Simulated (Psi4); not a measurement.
# WCl2OF2 (SMILES [O]=[W]([F])([F])([Cl])[Cl]), step by step

We compute a series of 9 runs (PBE-D4/def2-SVP, PBE0-D4/def2-TZVP, PBE-D4/def2-TZVPP, r2SCAN-D4/def2-TZVPP, B3LYP-D4/def2-TZVPP, PBE0-D4/def2-TZVPP, wB97M-V/def2-TZVPP, MP2/def2-QZVPP) of WCl2OF2. Input form: a Python script.

The calculation is run with Psi4 1.11.

## 1. The structure to begin with

WCl2OF2 has 6 atoms, charge 0, and is taken as a singlet. SMILES: `[O]=[W]([F])([F])([Cl])[Cl]`. The shape comes from GFN2-xTB, rattled, which is rough for such elements, and wasn't checked as a minimum. The run starts from this shape.

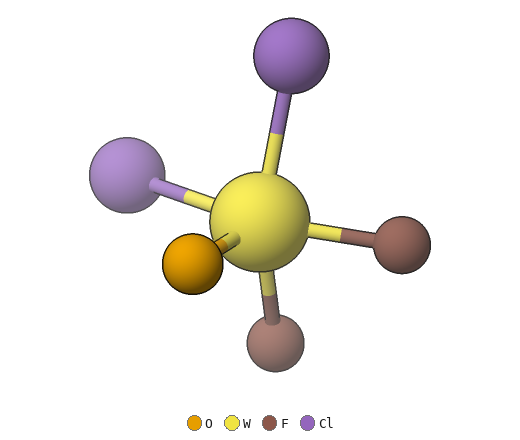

Viewed from a chosen angle; oxygen amber, tungsten yellow, fluorine brown, chlorine purple.

## 2. A geometry optimisation at PBE-D4/def2-SVP (density fitting, core potential) (run 1)

File job.py:

```python
import psi4

psi4.set_memory(3300000000)
psi4.set_num_threads(2)
psi4.core.set_output_file('psi4.out', False)

mol = psi4.geometry("""
0 1
O     -0.868074    -0.087090    -1.537318
W     -0.140824    -0.035558    -0.068956
F     -1.240287    -0.654018     1.257817
F      0.616147    -1.784007     0.184051
Cl     2.047456     0.559988    -0.599776
Cl    -0.427167     1.944275     0.736585
symmetry c1
""")

psi4.set_options(dict(scf_type='df', geom_maxiter=60, max_force_g_convergence=0.0005))

e = psi4.optimize('pbe-d4/def2-SVP', molecule=mol)
print('E =', round(e, 9))
print(mol.to_string(dtype='xyz', units='Angstrom'))
```

Launch:

```console
$ python job.py
```

psi4.out:

```text
[...]
    !!!  WARNING: ECP capability is in beta. Please check occupations closely.  !!!
[...]
  Running in c1 symmetry.
[...]
  Nuclear repulsion =  457.908848953197605
[...]
  Multiplicity = 1
[...]
  Nalpha       = 37
  Nbeta        = 37
[...]
    Number of basis functions: 110
[...]
   @DF-RKS iter   1: -1260.79471357033526   -5.98129e-02   1.23685e-02 DIIS/ADIIS
[...]
    !!!  WARNING: ECP capability is in beta. Please check occupations closely.  !!!
[...]
   @DF-RKS iter   9: -1261.58409361120562   -2.36469e-11   9.39333e-09 DIIS
[...]
  @DF-RKS Final Energy: -1261.58409361120562
   => Energetics <=
    Nuclear Repulsion Energy =            448.1162717717137411
    One-Electron Energy =               -2657.7921237611681136
    Two-Electron Energy =                1041.0218148168710286
    DFT Exchange-Correlation Energy =     -92.9221132578623781
    Empirical Dispersion Energy =          -0.0079431807600564
    VV10 Nonlocal Energy =                  0.0000000000000000
    Total Energy =                      -1261.5840936112056170
[...]
  -Total Gradient:
     Atom            X                  Y                   Z
    ------   -----------------  -----------------  -----------------
       1       -0.000310836160     0.000195446521    -0.000292465454
       2       -0.000201511357     0.000047856403     0.000576242715
       3       -0.000212625506    -0.000165364893    -0.000138329814
       4        0.000303732541     0.000090612608    -0.000280944105
       5       -0.000020906684    -0.000062155276     0.000226137455
       6       -0.000031707366     0.000480681662    -0.000212503026
[...]
```

Standard output:

```text
Some dependencies such as QCElemental have not yet finished migration to pydantic v2. If issues are encountered please downgrade pydantic or upgrade QCElemental as appropriate
	Previous geometry is closer to target in internal coordinates, so using that one.

	Best geometry has RMS(Delta(q)) = 2.53e-04

	Previous geometry is closer to target in internal coordinates, so using that one.

	Best geometry has RMS(Delta(q)) = 9.19e-07

Optimizer: Optimization complete!
E = -1261.584093611
6
0 1 Cl2F2OW
O                    -0.956755979484    -0.191958848028    -1.516562754058
W                    -0.122973797297    -0.167699850201    -0.041170258111
F                    -1.353318045262    -0.757915758805     1.251278289008
F                     0.582602982067    -1.900194444581     0.153650554793
Cl                    2.017930937190     0.457543464056    -0.610314069030
Cl                   -0.514686588071     1.956569432551     0.757278984619
```

It took 4.3 min on 2 threads of Intel Xeon at 2.50GHz (Skylake/Cascade Lake), shared host; peak memory 0.76 GiB.

Step by step:

```csv
step,energy from the first frame kept (eV),largest force (eV/Å)
0,0.0000,5.7831
1,-0.3746,1.6130
2,-0.4245,0.2849
3,-0.4410,0.4828
4,-0.4473,0.1567
5,-0.4474,0.0315
```

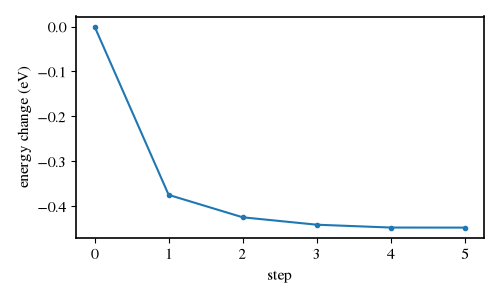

Energy along the run.

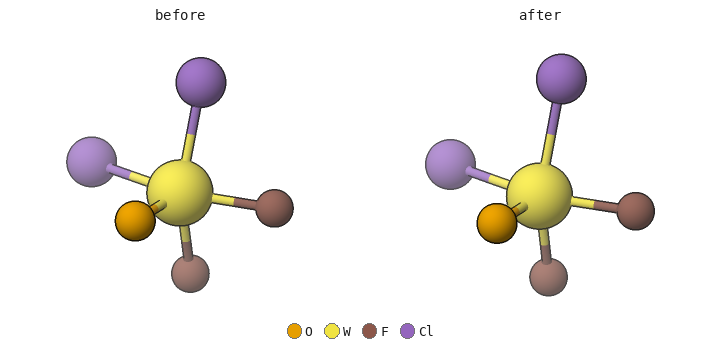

Before and after, at one scale.

After the run. Bond lengths: O1–W2 1.695 Å, W2–F3 1.880 Å, W2–F4 1.881 Å, W2–Cl5 2.302 Å, W2–Cl6 2.303 Å. Angles: O1–W2–F3 105.8°, O1–W2–F4 105.2°, O1–W2–Cl5 104.3°, O1–W2–Cl6 103.4°, F3–W2–F4 83.4°, F3–W2–Cl5 149.8°, F3–W2–Cl6 86.6°, F4–W2–Cl5 85.8°, F4–W2–Cl6 151.4°, Cl5–W2–Cl6 89.6°.

## 3. A structure relaxation at PBE0-D4/def2-TZVP (density fitting, core potential) (run 2)

File calc.py:

```python
import psi4

psi4.set_memory('3300 MB')
psi4.set_num_threads(2)
psi4.set_output_file('output.dat', False)

m = psi4.geometry("""
O     -0.940475    -0.083739    -1.533116
W     -0.106693    -0.059480    -0.057724
F     -1.337037    -0.649696     1.234725
F      0.598884    -1.791975     0.137097
Cl     2.034212     0.565763    -0.626868
Cl    -0.498406     2.064789     0.740725
symmetry c1
""")

psi4.set_options({
    'basis': 'def2-TZVP',
    'scf_type': 'df',
    'geom_maxiter': 50,
    'max_force_g_convergence': 0.0002,
})

e, wfn = psi4.optimize("PBE0-D4", molecule=m, return_wfn=True)
print('E =', round(e, 9))
m.save_xyz_file('final.xyz', False)
```

Launch:

```console
$ python calc.py
```

output.dat:

```text
[...]
    !!!  WARNING: ECP capability is in beta. Please check occupations closely.  !!!
[...]
  Running in c1 symmetry.
[...]
  Nuclear repulsion =  448.116270254676976
[...]
  Multiplicity = 1
[...]
  Nalpha       = 37
  Nbeta        = 37
[...]
    Number of basis functions: 207
[...]
   @DF-RKS iter   1: -1261.41887990158443   -4.21416e-01   7.05309e-03 ADIIS/DIIS
[...]
    !!!  WARNING: ECP capability is in beta. Please check occupations closely.  !!!
[...]
   @DF-RKS iter   9: -1262.24021032573410   -3.18323e-12   3.32642e-09 DIIS
[...]
  @DF-RKS Final Energy: -1262.24021032573410
   => Energetics <=
    Nuclear Repulsion Energy =            453.9175178199562879
    One-Electron Energy =               -2670.4579028395960449
    Two-Electron Energy =                1024.7900637198208642
    DFT Exchange-Correlation Energy =     -70.4830347025089310
    Empirical Dispersion Energy =          -0.0068543234059866
    VV10 Nonlocal Energy =                  0.0000000000000000
    Total Energy =                      -1262.2402103257340968
[...]
  -Total Gradient:
     Atom            X                  Y                   Z
    ------   -----------------  -----------------  -----------------
       1        0.000094774333     0.000189134803     0.000122629196
       2       -0.000419113613     0.000060532519     0.000376004268
       3        0.000240038822    -0.000195855197    -0.000001977361
       4        0.000286602470     0.000163974329    -0.000160656171
       5        0.000102109291     0.000051403817    -0.000005573602
       6       -0.000075128040     0.000192019963    -0.000269204673
[...]
```

Standard output:

```text
Optimizer: Optimization complete!
E = -1262.240210326
```

Wall time 4.3 min (2 threads of Intel Xeon at 2.50GHz (Skylake/Cascade Lake), shared host); peak memory 1.2 GiB.

The path in brief:

```csv
step,energy from the first frame kept (eV),largest force (eV/Å)
0,0.0000,1.7560
1,-0.0254,1.7141
2,-0.0611,0.2582
3,-0.0615,0.0958
4,-0.0616,0.0291
```

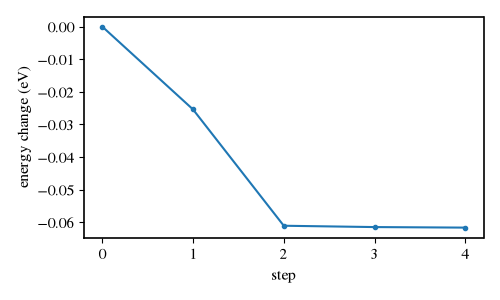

Energy along the run.

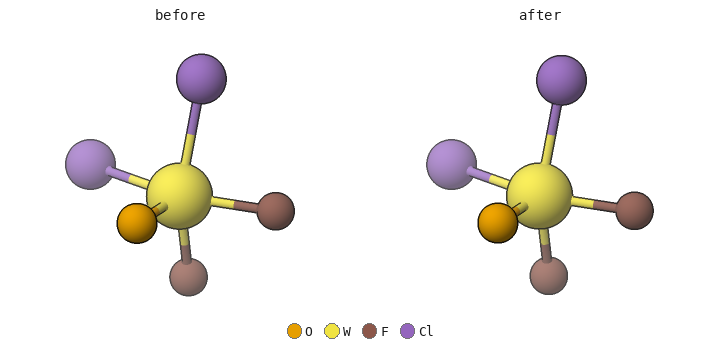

Before and after, at one scale.

After the run. Bond lengths: O1–W2 1.669 Å, W2–F3 1.855 Å, W2–F4 1.856 Å, W2–Cl5 2.275 Å, W2–Cl6 2.275 Å. Angles: O1–W2–F3 105.7°, O1–W2–F4 105.2°, O1–W2–Cl5 104.3°, O1–W2–Cl6 103.7°, F3–W2–F4 83.4°, F3–W2–Cl5 149.8°, F3–W2–Cl6 86.4°, F4–W2–Cl5 85.9°, F4–W2–Cl6 151.0°, Cl5–W2–Cl6 89.6°.

## 4. Vibrational wavenumbers at PBE0-D4/def2-TZVP (density fitting, core potential) (run 3)

File cl2f2ow.xyz:

```xyz
6
Cl2F2OW
O     -0.926628    -0.085711    -1.511049
W     -0.105557    -0.057553    -0.058702
F     -1.321153    -0.637506     1.216920
F      0.589885    -1.767013     0.139380
Cl     2.009960     0.562792    -0.620820
Cl    -0.490202     2.038338     0.738163
```

File job.py:

```python
import psi4

psi4.set_memory(3300000000)
psi4.set_num_threads(2)
psi4.set_output_file('output.dat', False)

with open('cl2f2ow.xyz') as f:
    atoms = ''.join(f.readlines()[2:])
m = psi4.geometry('0 1\n' + atoms + 'symmetry c1')

psi4.set_options({
    'basis': 'def2-TZVP',
    'scf_type': 'df',
    'rotational_symmetry_number': 1,
})

E, wfn = psi4.frequencies("pbe0-d4", return_wfn=True)
print('E =', round(E, 9))
print('wavenumbers / cm^-1:', wfn.frequencies().np.round(1))
for k, v in sorted(psi4.core.scalar_variables().items()):
    print(f'{k:45s} {v:18.10f}')
```

Launch:

```console
$ python job.py
```

output.dat:

```text
[...]
  Running in c1 symmetry.
[...]
  Nuclear repulsion =  453.917494921921445
[...]
  Multiplicity = 1
[...]
  Nalpha       = 37
  Nbeta        = 37
[...]
    Number of basis functions: 207
[...]
   @DF-RKS iter   1: -1261.50206048938821   -3.33450e-01   6.76090e-03 ADIIS/DIIS
[...]
   @DF-RKS iter  15: -1262.24020996457534   -1.31877e-11   3.67414e-09 DIIS
[...]
  @DF-RKS Final Energy: -1262.24020996457534
   => Energetics <=
    Nuclear Repulsion Energy =            453.9284112262703843
    One-Electron Energy =               -2670.4797595239469956
    Two-Electron Energy =                1024.8010820288257037
    DFT Exchange-Correlation Energy =     -70.4830892277013135
    Empirical Dispersion Energy =          -0.0068544680229093
    VV10 Nonlocal Energy =                  0.0000000000000000
    Total Energy =                      -1262.2402099645753424
[...]
  -Total Gradient:
     Atom            X                  Y                   Z
    ------   -----------------  -----------------  -----------------
       1        0.000089220820     0.000193739024     0.000132446776
       2       -0.000396273747     0.000089033117     0.000378197344
       3        0.000241185656    -0.000200239472    -0.000006795613
       4        0.000284677336     0.000173095710    -0.000161327335
       5        0.000070992357     0.000048768519     0.000009389487
       6       -0.000061190396     0.000157489325    -0.000291252024
[...]
  ==> Harmonic Vibrational Analysis <==
[...]
  Freq [cm^-1]                 77.6603             168.6384            199.6876
[...]
  Freq [cm^-1]                 202.1350            279.9181            281.3970
[...]
  Freq [cm^-1]                 315.2270            378.0352            421.1598
[...]
  Freq [cm^-1]                 655.8395            705.6547           1093.8399
[...]
```

Standard output:

```text
Warning: used thermodynamics relations inappropriate for low-frequency modes: ['77.6603' '168.6384' '199.6876' '202.1350' '279.9181' '281.3970'
 '315.2270' '378.0352' '421.1598']
E = -1262.240210325
wavenumbers / cm^-1: [  77.7  168.6  199.7  202.1  279.9  281.4  315.2  378.   421.2  655.8
  705.7 1093.8]
CURRENT ENERGY                                  -1262.2402103252
CURRENT REFERENCE ENERGY                        -1262.2402103252
DD SOLVATION ENERGY                                 0.0000000000
DFT FUNCTIONAL TOTAL ENERGY                     -1262.2333560021
DFT TOTAL ENERGY                                -1262.2402103252
DFT VV10 ENERGY                                     0.0000000000
DFT XC ENERGY                                     -70.4830342480
DISPERSION CORRECTION ENERGY                       -0.0068543231
ENTHALPY                                        -1262.2208577347
ENTHALPY CORRECTION                                 0.0193525905
FINDIF NUMBER                                      31.0000000000
GIBBS FREE ENERGY                               -1262.2635052207
GIBBS FREE ENERGY CORRECTION                       -0.0232948955
GRID ELECTRONS ALPHA                               36.9999671019
GRID ELECTRONS BETA                                36.9999671019
GRID ELECTRONS TOTAL                               73.9999342039
NUCLEAR REPULSION ENERGY                         1388.6385143747
ONE-ELECTRON ENERGY                             -2670.4578547483
PBE0-D4(BJ,EEQ)ATM DISPERSION CORRECTION ENERGY      -0.0068543231
PCM POLARIZATION ENERGY                             0.0000000000
PE ENERGY                                           0.0000000000
SCF ITERATION ENERGY                            -1262.2402103252
SCF ITERATIONS                                     15.0000000000
SCF TOTAL ENERGY                                -1262.2402103252
THERMAL ENERGY                                  -1262.2218019192
THERMAL ENERGY CORRECTION                           0.0184084060
TWO-ELECTRON ENERGY                              1024.7900380722
ZERO K ENTHALPY                                 -1262.2293225240
ZPVE                                                0.0108878012
```

Run time: 24 min. Hardware: 2 threads of Intel Xeon at 2.50GHz (Skylake/Cascade Lake), shared host; peak memory 1.2 GiB.

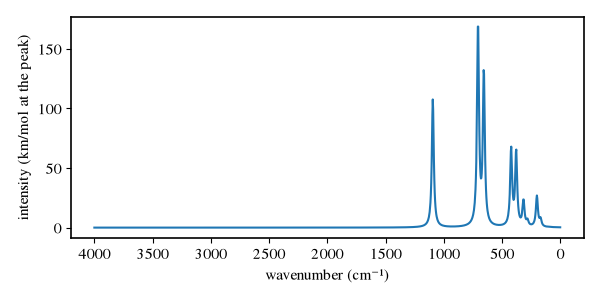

Harmonic infrared spectrum, unscaled, lines broadened by 10 cm⁻¹.

Runs 4 to 8 aren't shown in full; the table further down has their settings and results.

## 5. A single-point energy at MP2/def2-QZVPP (density fitting, core potential, density fitting for correlation) (run 9)

File calc.py:

```python
import psi4

psi4.set_memory(3300000000)
psi4.set_num_threads(2)
psi4.core.set_output_file('run.log', False)

mol = psi4.geometry("""
0 1
O     -0.926628    -0.085711    -1.511049
W     -0.105557    -0.057553    -0.058702
F     -1.321153    -0.637506     1.216920
F      0.589885    -1.767013     0.139380
Cl     2.009960     0.562792    -0.620820
Cl    -0.490202     2.038338     0.738163
units angstrom
symmetry c1
""")

psi4.set_options({
    'reference': 'rhf',
    'scf_type': 'df',
    'num_frozen_docc': 13,
})

E = psi4.energy('mp2/def2-QZVPP')
print(f'total energy {E:.8f} hartree = {E * 27.211386:.5f} eV')
```

Launch:

```console
$ python calc.py
```

run.log:

```text
[...]
    !!!  WARNING: ECP capability is in beta. Please check occupations closely.  !!!
[...]
  Running in c1 symmetry.
[...]
  Nuclear repulsion =  453.917494921921445
[...]
  Multiplicity = 1
[...]
  Nalpha       = 37
  Nbeta        = 37
[...]
    Number of basis functions: 392
[...]
   @DF-RHF iter   1: -1258.98259495252341   -9.25667e-01   2.94838e-03 ADIIS/DIIS
[...]
   @DF-RHF iter  15: -1259.53204115744984   -1.84173e-10   9.68086e-09 DIIS
[...]
  @DF-RHF Final Energy: -1259.53204115744984
   => Energetics <=
    Nuclear Repulsion Energy =            453.9174949219214454
    One-Electron Energy =               -2669.1720200464915251
    Two-Electron Energy =                 955.7224839671202972
    Total Energy =                      -1259.5320411574498394
[...]
 Multipole Moments:
 ------------------------------------------------------------------------------------
     Multipole            Electronic (a.u.)      Nuclear  (a.u.)        Total (a.u.)
 ------------------------------------------------------------------------------------
 L = 1.  Multiply by 2.5417464519 to convert [e a0] to [Debye]
 Dipole X            :        -17.0408054           17.3077219            0.2669164
 Dipole Y            :        -24.3816161           24.7154820            0.3338659
 Dipole Z            :         -4.6100607            4.7550637            0.1450029
 Magnitude           :                                                    0.4513720
[...]
```

Standard output:

```text
total energy -1261.33077881 hartree = -34322.55870 eV
```

It took 43 s on 2 threads of Intel Xeon at 2.50GHz (Skylake/Cascade Lake), shared host; peak memory 1.6 GiB.

## 6. The series

```csv
run,level,geom maxiter,max force g convergence,task,energy (Eh),dipole moment (D),HOMO energy (eV),LUMO energy (eV),wall time
1,"PBE-D4/def2-SVP (density fitting, core potential)",60,0.0005,optimise,-1261.584094,0.80,-8.20,-5.33,4.3 min
2,"PBE0-D4/def2-TZVP (density fitting, core potential)",50,0.0002,optimise,-1262.240210,0.93,-9.63,-4.58,4.3 min
3,"PBE0-D4/def2-TZVP (density fitting, core potential)",–,–,frequencies,-1262.240210,0.93,–,–,24 min
4,"PBE-D4/def2-TZVPP (density fitting, core potential)",–,–,energy,-1262.262804,0.79,-8.19,-5.13,49 s
5,r2SCAN-D4/def2-TZVPP (density fitting),–,–,energy,timeout,–,–,–,2 min
6,"B3LYP-D4/def2-TZVPP (density fitting, core potential)",–,–,energy,-1262.888162,0.94,-9.33,-4.71,50 s
7,"PBE0-D4/def2-TZVPP (density fitting, core potential)",–,–,properties,-1262.249328,0.89,-9.61,-4.52,50 s
8,wB97M-V/def2-TZVPP (density fitting),–,–,energy,timeout,–,–,–,2 min
9,"MP2/def2-QZVPP (density fitting, core potential, density fitting for correlation)",–,–,energy,-1261.330779,–,-12.92,-1.00,43 s
```

## 7. Results

| quantity | value |
| --- | --- |
| run 9, MP2/def2-QZVPP: total energy | -1261.33078 Eh |
| run 9, MP2/def2-QZVPP: HOMO energy (Hartree–Fock orbitals) | -12.92 eV |
| run 9, MP2/def2-QZVPP: LUMO energy (Hartree–Fock orbitals) | -1.00 eV |
| run 9, MP2/def2-QZVPP: HOMO–LUMO gap (Hartree–Fock orbitals) | 11.92 eV |
| run 9, MP2/def2-QZVPP: correlation energy (13 core orbitals frozen) | -1798.7 mEh |

What this shows: Over runs 3, 4, 6, 7 the dipole moment (its size) runs from 0.79 D (PBE-D4/def2-TZVPP) to 0.94 D (B3LYP-D4/def2-TZVPP). Over runs 4, 6, 7 the HOMO–LUMO gap runs from 3.06 eV (PBE-D4/def2-TZVPP) to 5.10 eV (PBE0-D4/def2-TZVPP). Totals of different functionals can't be ranked against each other. All runs together took 40 min, the longest 24 min. 2 of the 9 runs gave no usable result.
